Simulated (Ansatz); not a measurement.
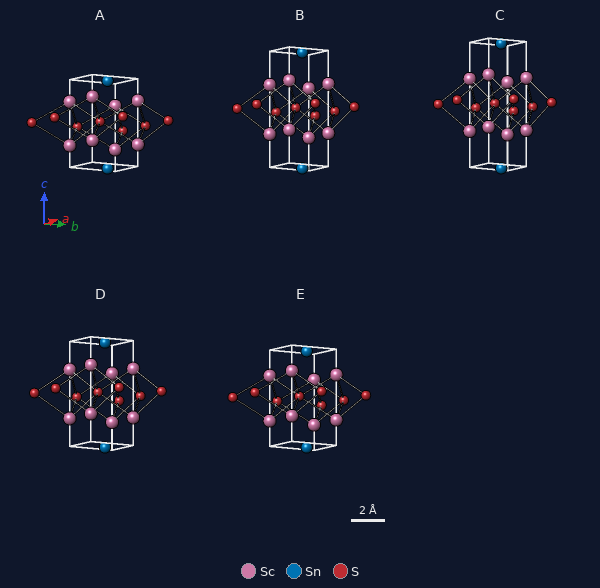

5 geometries from one relaxation of solid Sc2SnS (a generated structure, set up in P-6m2) (coarse preliminary run), in shuffled order. The picture is a ball-and-stick view of the cell of the calculation, seen from a free direction.

Computed with Ansatz, DFT PBE, scalar-relativistic, plane waves, PAW. Settings: plane-wave cutoff 420 eV; k-point mesh 6 × 6 × 4; occupations gaussian; smearing width 0.1 eV; no spin polarisation; cell and atoms relaxed; force threshold 0.04 eV/Å; at most 70 steps.

Order the frames from highest to lowest energy.

Answer. A, E, D, B, C. They are steps 0, 2, 4, 10, 15, at +2.537 eV per cell of the calculation, +1.322 eV per cell of the calculation, +0.611 eV per cell of the calculation, +0.105 eV per cell of the calculation relative to the last. Over 12 accepted moves (15 points after the start) the energy falls by 2.537 eV per cell of the calculation. Largest force component: 1.5 eV/Å at the start, 0.011 eV/Å at the end. The pressure goes from 8.37 to −0.07 GPa. The line search rejected the trial step at point 7 of the run. At 2 points the geometry stayed and the basis and grid were re-selected for the new cell (energy shift of 0.137 eV per cell of the calculation at most each time). The largest moves relative to the cell, 0.31 Å, are those of Sc atoms. S and Sn stay in place. Cell: a = b 4.273 → 3.550 Å (−16.9 %), c 5.411 → 7.710 Å (+42.5 %). Volume −1.7 %. Near-neighbour distances that change, for instance: Sc–Sc 2.708 → 4.479 Å, Sc–Sc 2.704 → 3.230 Å, Sc–Sn 2.814 → 3.036 Å, S–Sc 2.813 → 2.610 Å. Among the angles between lasting bonds that change: Sc–S–Sc 57.4° → 76.5°, Sc–S–Sc 98.8° → 85.7°, S–Sc–S 98.8° → 85.7°. The space group stays P-6m2 (No. 187). The run took 3.5 min on 1 thread of Intel(R) Xeon(R) Processor @ 2.50GHz (Skylake/Cascade Lake), with other jobs on the host, peak memory 0.39 GiB.
